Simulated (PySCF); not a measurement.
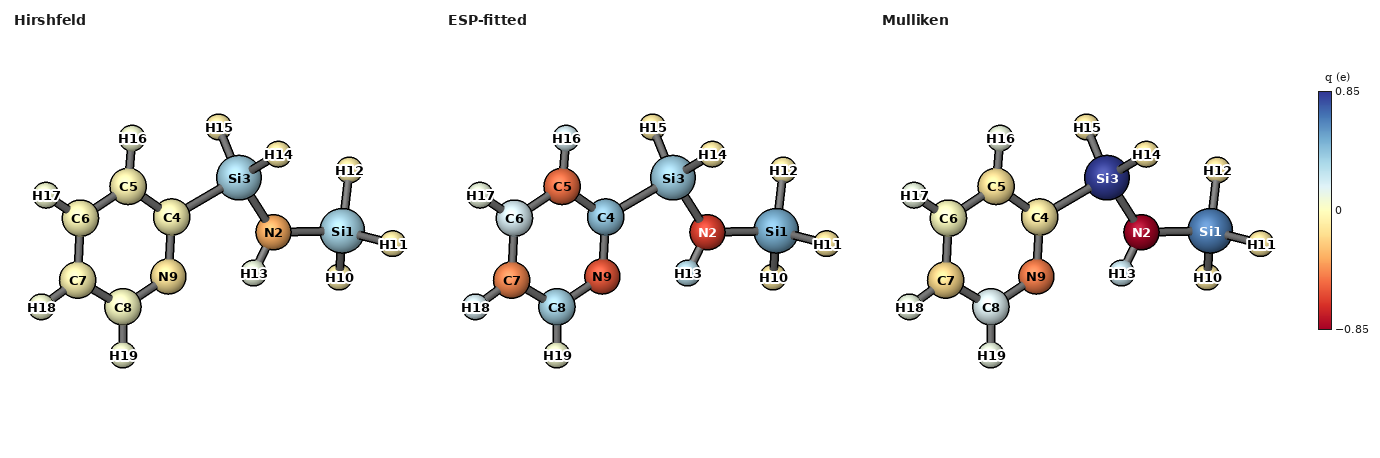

Atomic charges of one calculation by 3 schemes, on one colour scale. The computed structure is the end point of a GFN2-xTB optimisation. No frequency run is at hand to confirm it as a minimum. Level of theory: PBE0/pcSseg-1 (PySCF 2.14.0).

Which scheme gives the most polar picture (largest mean size of the charges)?

The ESP-fitted charges are the largest in size here, and the Hirshfeld charges the smallest.

On which atom do the schemes disagree most?

On N2 (from −0.83 to −0.33 e); C4 (from −0.09 to 0.42 e).

List the charges (e), one line for each set of equivalent atoms.

```tsv
atom	Hirshfeld	ESP-fitted	Mulliken
Si1	0.35	0.49	0.64
N2	−0.33	−0.64	−0.83
Si3	0.36	0.38	0.83
C4	−0.03	0.42	−0.09
C5	−0.05	−0.50	−0.13
C6	−0.03	0.19	0.00
C7	−0.05	−0.44	−0.18
C8	0.02	0.36	0.16
N9	−0.14	−0.57	−0.46
H10	−0.08	−0.11	−0.11
H11	−0.09	−0.12	−0.11
H12	−0.08	−0.09	−0.11
H13	0.10	0.29	0.23
H14	−0.09	−0.10	−0.11
H15	−0.09	−0.10	−0.11
H16	0.05	0.19	0.10
H17	0.06	0.09	0.10
H18	0.06	0.18	0.10
H19	0.05	0.05	0.10
```

The geometry is semi-empirical. Around Si such bond lengths and angles can be off by a tenth of an ångström or more and by several degrees, and values that hang on the shape move with them.
